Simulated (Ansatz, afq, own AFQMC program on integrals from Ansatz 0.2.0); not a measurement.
# SiGeH2 (triplet): AFQMC on the coupled-cluster ladder, cc-pVDZ, part 2 of 2

Ansatz 0.2.0, Gaussian basis, and an in-house AFQMC program (afq) on its integrals; all values are calculated; cc-pVDZ, frozen cores. Earlier steps stand in the parts before.

### Step 9. CCSDT(Q) on UHF

Input file in.yaml:

```yaml
crystal:
  periodic: [false, false, false]
  atoms:
    - {symbol: Si, position_ang: [0.000000, -0.003907, 1.566064]}
    - {symbol: Ge, position_ang: [0.000000, -0.023839, -0.584529]}
    - {symbol: H, position_ang: [0.000000, 1.326646, 0.522598]}
    - {symbol: H, position_ang: [0.000000, 0.500279, -2.034109]}
basis:
  gaussian: {orbitals: cc-pVDZ}
magnetization: {spin_polarized: true, initial_magnetization: 2}
correlation: {method: ccsdt_q, electrons: outside_noble_gas}
```

Started as:

```console
> ansatz run in.yaml --threads 1 --pin off --events-out ev --progress --plain --max-ram 1843MiB
```

The log of the run, shortened:

```text
Functional definition: HF
  name "HF"
  cite "Fock, Z. Phys. 61, 126 (1930) doi:10.1007/BF01340294"
  parent pbe
[...]
1089 factors; integrals over basis functions are off by at most 1.8e-7 eV
[...]
mean field -64362.41859185 eV, -2365.2752568364 hartree, gradient 2.2e-8 eV, S^2 2.045467; 13 other end points of the search recorded, 0 dependent functions left out
determinant -64362.41859185 eV, -2365.2752568364 hartree, with singles and doubles -64367.47395861 eV, -2365.4610381380 hartree
determinant -64362.26234751 eV, -2365.2695149625 hartree, with singles and doubles -64367.54373420 eV, -2365.4636023438 hartree
determinant -64360.50212598 eV, -2365.2048280147 hartree, with singles and doubles -64366.06026410 eV, -2365.4090858229 hartree
determinant -64360.42767859 eV, -2365.2020921235 hartree, with singles and doubles -64365.83319444 eV, -2365.4007411670 hartree
[...]
determinant -64359.16858879 eV, -2365.1558214268 hartree, with singles and doubles -64364.70909223 eV, -2365.3594311727 hartree
determinant -64362.41859185 eV, -2365.2752568364 hartree, with singles and doubles -64367.47495960 eV, -2365.4610749238 hartree
determinant -64362.26234751 eV, -2365.2695149625 hartree, with singles and doubles -64367.54425613 eV, -2365.4636215241 hartree
19 core orbitals not correlated: weight in the atoms' cores, before any rotation towards them, 0.999 or more for the frozen orbitals, at most 0.001 for the correlated occupied ones
reference -64362.26234751 eV, -2365.2695149625 hartree; 6, 4 occupied and 30, 32 virtual orbitals, 1089 factors
second order -4.28824369 eV of doubles, -0.00000000 eV of singles
cycle   1  -4.95354058 eV  change   -6.7e-1 eV  update   9.2e-2
[...]
cycle  21  -5.54208371 eV  change    9.7e-7 eV  update   9.0e-7
perturbative correction -0.01512408 eV, -0.0005557995 hartree
Total energy: -64367.81955529 eV, -2365.4737385819 hartree
```

Run time: 36 s. Hardware: 1 thread of Intel Xeon 6975P-C (Granite Rapids), shared host; peak memory 0.34 GiB.

From the report: ⟨S²⟩ of the determinant 2.054 (pure triplet: 2.00); correlation -5.5572 eV; T1 0.026; largest double amplitude 0.06.

### Step 10. Phaseless AFQMC, CISD trial on UHF

It reads the integrals that the CCSD(T) run on this determinant wrote.

Started as:

```console
> afq ham --method phaseless --trial cisd --walkers 60 --populations 1 --least-time 40 --time-step 0.005 --steps-per-block 50 --equilibration-blocks 28 --max-blocks 300 --target-error 0.00038 --factor-cut 1e-05 --start spin_pure --seed 6172 --release-times 0.24,0.51,0.99,1.62,2.4 --release-step 0.03 --release-every 4 --taylor-order 6
```

The log of the run:

```text
orbitals 36  electrons 6 4  factors 290 of 599
reference energy -2365.26951110 Eh
CCSD correlation -0.19410645 Eh in 16 cycles, weight of the determinant in the CISD state 0.8546
energy of the start -2365.461704 Eh
 block  time / (1/Eh)  mean weight  energy / Eh
     1     0.250  0.9998  -2365.459587
     2     0.500  1.0009  -2365.460882
     3     0.750  0.9993  -2365.463820
     4     1.000  1.0005  -2365.465386
     5     1.250  0.9992  -2365.466546
     6     1.500  0.9991  -2365.466282
     7     1.750  0.9975  -2365.469091
     8     2.000  1.0001  -2365.468606
     9     2.250  1.0006  -2365.470025
    10     2.500  1.0005  -2365.471784
    17     4.250  1.0015  -2365.471398
    25     6.250  1.0002  -2365.473378
    33     8.250  0.9989  -2365.476696
    41    10.250  0.9993  -2365.472601
    49    12.250  1.0010  -2365.471927
    57    14.250  1.0014  -2365.467356
    65    16.250  1.0009  -2365.466044
    73    18.250  1.0034  -2365.471223
    81    20.250  0.9987  -2365.470675
    89    22.250  1.0006  -2365.467289
    97    24.250  0.9981  -2365.470420
   105    26.250  0.9982  -2365.470907
   113    28.250  0.9997  -2365.473899
   121    30.250  0.9990  -2365.475139
   129    32.250  1.0002  -2365.474177
   137    34.250  0.9990  -2365.469352
   145    36.250  0.9998  -2365.470979
   153    38.250  0.9992  -2365.467218
   161    40.250  0.9991  -2365.468467
   169    42.250  0.9997  -2365.469746
   177    44.250  0.9989  -2365.468025
   185    46.250  1.0016  -2365.469067
   193    48.250  1.0002  -2365.473297
   201    50.250  0.9963  -2365.474053
   209    52.250  0.9999  -2365.472990
   217    54.250  1.0009  -2365.472271
   225    56.250  0.9986  -2365.466580
   233    58.250  0.9993  -2365.472127
   241    60.250  1.0008  -2365.474465
   249    62.250  0.9938  -2365.479264
   257    64.250  0.9987  -2365.470500
   265    66.250  1.0010  -2365.479266
   273    68.250  1.0001  -2365.473274
   281    70.250  0.9996  -2365.477094
   289    72.250  1.0010  -2365.471965
   297    74.250  1.0016  -2365.478518
   305    76.250  0.9987  -2365.471355
   313    78.250  1.0005  -2365.467386
   321    80.250  1.0027  -2365.473291
blocks merged  error / Eh  count
     1  0.000213  300
     2  0.000269  150
     4  0.000341  75
     8  0.000414  37
    16  0.000490  18
    32  0.000635  9
released: time / (1/Eh)  energy / Eh  error  mean overlap
  0.24  -2365.472347  0.000500  0.9990
  0.51  -2365.472631  0.000418  0.9933
  0.99  -2365.473180  0.000380  0.9832
  1.62  -2365.473368  0.000405  0.9764
  2.40  -2365.473543  0.000462  0.9737
energy -2365.471905 +/- 0.000490 Eh
```

Wall time 6.2 min (1 thread of Intel Xeon 6975P-C (Granite Rapids), shared host); peak memory 0.34 GiB.

Energy -64367.7697 ± 0.0133 eV. Caveats: constraint bias not in the error. The error still grows with block length (0.0113 to 0.0173 eV), so the bar may be too small.

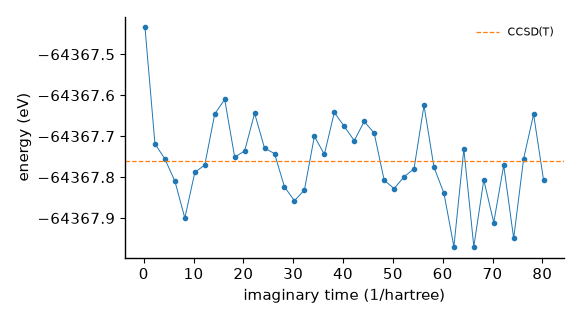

Block energies along the walk.

### Step 11. Phaseless AFQMC, single-determinant trial on UHF

It reads the integrals that the CCSD(T) run on this determinant wrote.

Started as:

```console
> afq ham --method phaseless --trial hf --walkers 120 --populations 1 --least-time 40 --time-step 0.005 --steps-per-block 20 --equilibration-blocks 112 --max-blocks 600 --target-error 0.00114 --factor-cut 1e-05 --start spin_pure --seed 3756 --taylor-order 6
```

The log of the run:

```text
orbitals 36  electrons 6 4  factors 290 of 599
reference energy -2365.26951110 Eh
CCSD correlation -0.19410645 Eh in 16 cycles, weight of the determinant in the CISD state 0.8546
energy of the start -2365.270599 Eh
 block  time / (1/Eh)  mean weight  energy / Eh
     1     0.100  0.9999  -2365.297309
     2     0.200  1.0017  -2365.322903
     3     0.300  1.0019  -2365.343360
     4     0.400  1.0000  -2365.357202
     5     0.500  1.0011  -2365.369887
     6     0.600  0.9999  -2365.385213
     7     0.700  1.0004  -2365.399540
     8     0.800  1.0004  -2365.401757
     9     0.900  1.0003  -2365.411819
    10     1.000  0.9998  -2365.418362
    18     1.800  1.0003  -2365.458094
    35     3.500  1.0000  -2365.455546
    52     5.200  0.9997  -2365.465036
    69     6.900  1.0001  -2365.460447
    86     8.600  1.0007  -2365.498177
   103    10.300  0.9995  -2365.480052
   120    12.000  1.0019  -2365.454085
   137    13.700  0.9988  -2365.480333
   154    15.400  1.0012  -2365.465869
   171    17.100  0.9996  -2365.483705
   188    18.800  1.0001  -2365.485181
   205    20.500  0.9999  -2365.470191
   222    22.200  0.9997  -2365.481414
   239    23.900  0.9998  -2365.474573
   256    25.600  0.9998  -2365.455959
   273    27.300  1.0013  -2365.479602
   290    29.000  0.9993  -2365.472184
   307    30.700  0.9984  -2365.482936
   324    32.400  1.0012  -2365.451670
   341    34.100  1.0011  -2365.481313
   358    35.800  1.0011  -2365.473287
   375    37.500  1.0006  -2365.475370
   392    39.200  0.9997  -2365.463634
   409    40.900  0.9996  -2365.468796
   426    42.600  0.9999  -2365.485952
   443    44.300  0.9989  -2365.447018
   460    46.000  1.0010  -2365.496121
   477    47.700  0.9978  -2365.473635
   494    49.400  1.0002  -2365.488011
   511    51.100  0.9997  -2365.489939
   528    52.800  0.9993  -2365.474583
   545    54.500  1.0004  -2365.477278
   562    56.200  0.9994  -2365.456716
   579    57.900  1.0002  -2365.466562
   596    59.600  0.9983  -2365.453368
   613    61.300  1.0003  -2365.464531
   630    63.000  1.0006  -2365.467518
   647    64.700  1.0015  -2365.462984
   664    66.400  1.0015  -2365.455329
   681    68.100  1.0016  -2365.462171
   698    69.800  0.9987  -2365.488205
blocks merged  error / Eh  count
     1  0.000512  600
     2  0.000691  300
     4  0.000929  150
     8  0.001187  75
    16  0.001482  37
    32  0.001801  18
    64  0.001390  9
energy -2365.472536 +/- 0.001801 Eh
```

Wall time 2.9 min (1 thread of Intel Xeon 6975P-C (Granite Rapids), shared host); peak memory 0.34 GiB.

Energy -64367.7868 ± 0.0490 eV. Caveats: constraint bias not in the error; error above the target.

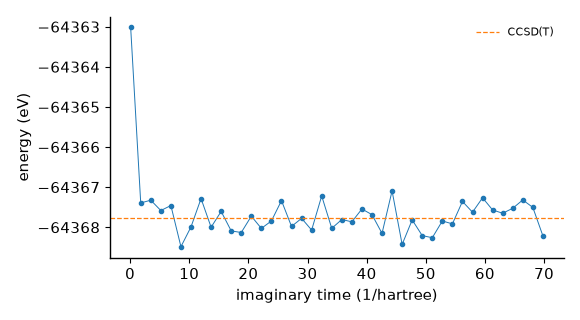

Block energies along the walk.

### Step 12. Free-projection AFQMC, CISD trial on UHF

It reads the integrals that the CCSD(T) run on this determinant wrote.

Started as:

```console
> afq ham --method free --trial cisd --walkers 60 --time-step 0.03 --max-blocks 80 --target-error 0.00038 --factor-cut 1e-05 --seed 5242 --times 0,0.21,0.42,0.81,1.2,1.8,2.4,3 --taylor-order 8
```

The log of the run:

```text
orbitals 36  electrons 6 4  factors 290 of 599
reference energy -2365.26951110 Eh
CCSD correlation -0.19410645 Eh in 16 cycles, weight of the determinant in the CISD state 0.8546
repeat  energy at the last time / Eh  error
    10  -2365.474086  0.001129
    20  -2365.473120  0.000650
    30  -2365.472463  0.000639
    40  -2365.472805  0.000566
    50  -2365.473194  0.000548
    60  -2365.473396  0.000502
    70  -2365.473276  0.000445
    80  -2365.473317  0.000402
time / (1/Eh)  energy / Eh  error  mean overlap
  0.00  -2365.463731  0.000133  1.1714
  0.21  -2365.466870  0.000155  1.1723
  0.42  -2365.468899  0.000179  1.1716
  0.81  -2365.470832  0.000180  1.1749
  1.20  -2365.471931  0.000231  1.1761
  1.80  -2365.472376  0.000300  1.1913
  2.40  -2365.473004  0.000345  1.1930
  3.00  -2365.473317  0.000402  1.1993
energy -2365.473317 +/- 0.000402 Eh
```

Run time: 3 min. Hardware: 1 thread of Intel Xeon 6975P-C (Granite Rapids), shared host; peak memory 0.34 GiB.

Energy -64367.8081 ± 0.0109 eV. Caveats: remainder of the start not in the error.

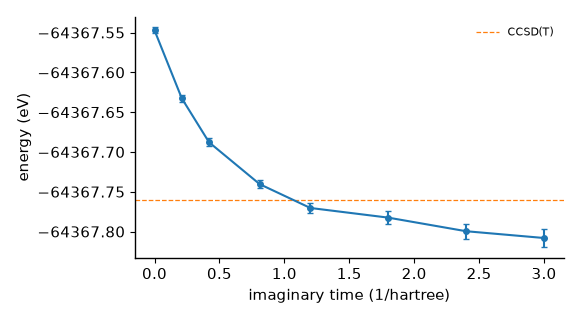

Energy against projection time, with error bars.

### Step 13. AFQMC on the ladder

On the UHF determinant, counted from CCSDT(Q) (a yardstick, not exact):

| level | energy (eV) | from CCSDT(Q) (kcal/mol) | statistical error (kcal/mol) | time |
| --- | --- | --- | --- | --- |
| HF | -64362.2622 | +128.15 |  |  |
| MP2 | -64366.5505 | +29.27 |  |  |
| CCSD | -64367.5441 | +6.35 |  |  |
| CCSD(T) | -64367.7607 | +1.36 |  |  |
| CCSDT(Q) | -64367.8196 | 0.00 |  |  |
| Phaseless AFQMC, CISD trial, step 0.005, 60 walkers | -64367.7697 | +1.15 | 0.31 | 6.2 min |
| Phaseless AFQMC, single-determinant trial, step 0.005, 120 walkers | -64367.7868 | +0.75 | 1.13 | 2.9 min |
| Free-projection AFQMC, CISD trial, step 0.03, 60 walkers | -64367.8081 | +0.26 | 0.25 | 3 min |

The functionals' totals stand on their own zeros and serve differences with other points: PBE -64410.493 eV; r2SCAN -64422.008 eV; PBE0 -64412.618 eV; B3LYP -64424.811 eV; wB97M-V -64419.099 eV; B2PLYP -64407.945 eV.

### Step 14. Summary of results

This closing draws on all 2 parts.

```
                                                      quantity                  value
                                  CCSD(T) on UHF from CCSDT(Q)         +1.36 kcal/mol
              Phaseless AFQMC, CISD trial on UHF from CCSDT(Q)  +1.15 ± 0.31 kcal/mol
Phaseless AFQMC, single-determinant trial on UHF from CCSDT(Q)  +0.75 ± 1.13 kcal/mol
        Free-projection AFQMC, CISD trial on UHF from CCSDT(Q)  +0.26 ± 0.25 kcal/mol
```

What this shows: On UHF the phaseless walk with the CISD trial lies +1.15 kcal/mol from CCSDT(Q), 4 times its error bar. Free projection has no constraint; at the last time it gives +0.26 ± 0.25 kcal/mol, and from a start that isn't spin pure other spins can mix in. Error bars are statistical and leave out the constraint, the time step and what remains of the start.
